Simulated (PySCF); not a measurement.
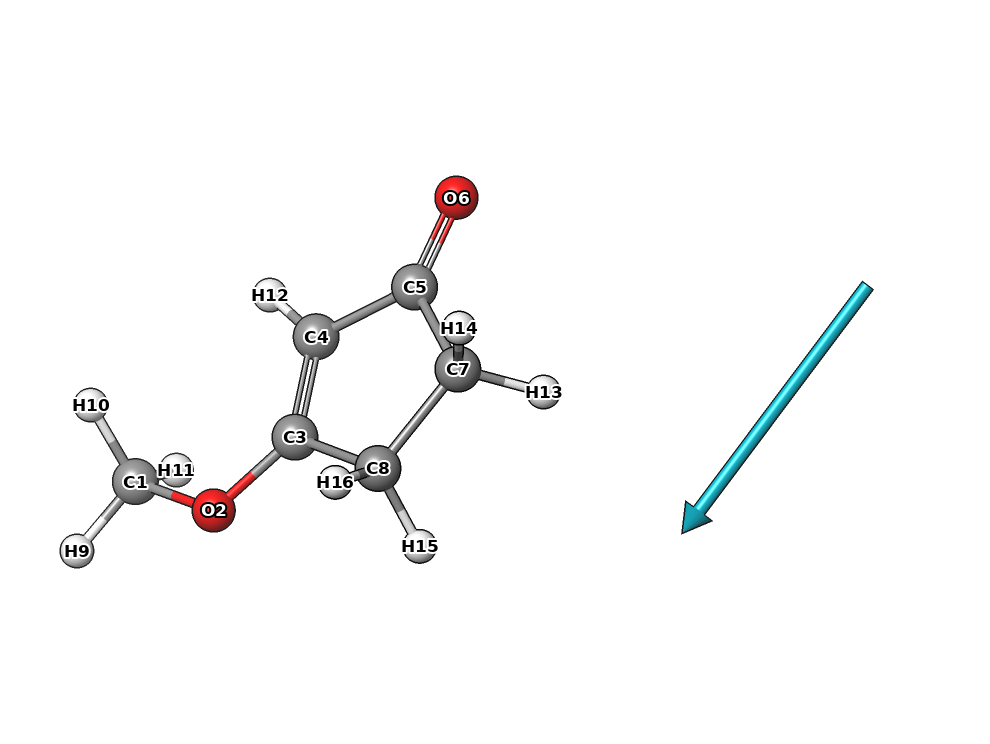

The arrow beside the molecule shows the direction of the dipole moment, from the negative to the positive end (its length means nothing). The geometry was computed by an optimisation with GFN2-xTB. No frequency run is at hand to confirm it as a minimum. Level of theory: CAM-B3LYP/def2-SVPD, gas phase (PySCF 2.14.0).

How large is the dipole moment?

Answer. 4.48 D; it points from the side of O6 to the side of H9 (the outermost atoms at the two ends).
